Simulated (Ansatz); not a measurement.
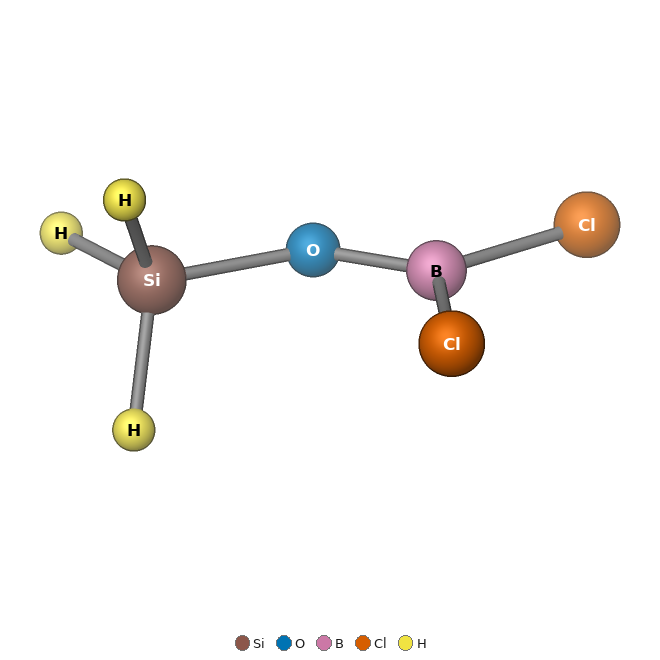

Atoms fade into the background with distance from the viewer. Computed geometry: PBE0-D4/def2-TZVP optimisation.

Question: Which symmetry elements does this geometry have?

Answer: It has 1 mirror plane, so the point group is Cs. The group has 2 operations. The geometry is achiral, and symmetry allows a dipole moment.
